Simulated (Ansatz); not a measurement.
# C₂HFO₂: basis-set convergence

Aim: see how fast density functionals converge with the basis set for C₂HFO₂.

Program: Ansatz 0.2.0, Gaussian basis. Level of theory: one geometry, several basis sets. These are calculated values, not measurements.

Plan: PBE0-D4/def2-SVP; ωB97M-V/def2-SVP; PBE0-D4/def2-QZVPP; ωB97M-V/def2-QZVPP; the functionals' def2-TZVPP values are taken from earlier runs.

### 1 The geometry

The geometry comes from an earlier relaxation with PBE0-D4 in a triple-zeta def2 set; it is a stationary point.

6 atoms, charge 0, spin multiplicity 1.

Atoms are counted from 1 here; the program's logs count them from 0.

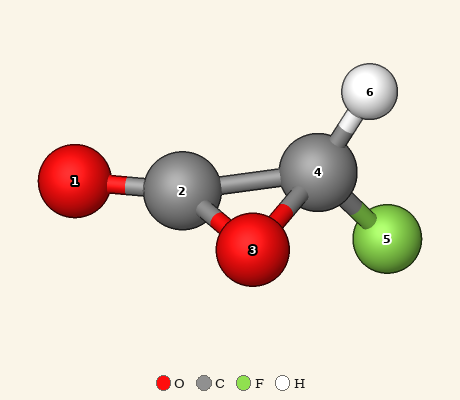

The geometry (oxygen red, carbon grey, fluorine green, hydrogen white); atoms are numbered from 1 in the order of the file.

As a file:

```
atom     x (Å)     y (Å)     z (Å)
  O1  -0.63522  -1.91921   0.07168
  C2  -0.11712  -0.86243   0.02833
  O3   1.09442  -0.34102  -0.19881
  C4  -0.01431   0.57628   0.06738
  F5  -0.38400   1.30776  -0.98121
  H6   0.09844   1.17452   0.96653
```

### 2 PBE0-D4 in def2-SVP

in.yaml

```yaml
crystal:
  periodic: [false, false, false]
  atoms:
    - {symbol: O, position_ang: [-0.635221, -1.919214, 0.071682]}
    - {symbol: C, position_ang: [-0.117123, -0.862431, 0.028330]}
    - {symbol: O, position_ang: [1.094416, -0.341020, -0.198810]}
    - {symbol: C, position_ang: [-0.014315, 0.576284, 0.067382]}
    - {symbol: F, position_ang: [-0.383997, 1.307764, -0.981212]}
    - {symbol: H, position_ang: [0.098439, 1.174517, 0.966528]}
basis:
  gaussian: {orbitals: def2-SVP}
hamiltonian: {xc: pbe0, dispersion: d4}
output: {orbitals: {seedname: orbitals}}
```

After this run come: ωB97M-V in def2-SVP; PBE0-D4 in def2-QZVPP; ωB97M-V in def2-QZVPP.

Before running them: what should the planned runs give, taken together? Wanted: PBE0-D4: double and triple zeta above quadruple; ωB97M-V: double and triple zeta above quadruple.

**Answer**, as computed:

| quantity | value |
| --- | --- |
| PBE0-D4: double and triple zeta above quadruple | 10.99, 0.46 eV |
| ωB97M-V: double and triple zeta above quadruple | 11.21, 0.43 eV |

In words: PBE0-D4 gains 10.53 eV from double to triple zeta, then 0.46 eV more. Total energies overstate the basis error of differences, where much of it tends to cancel.
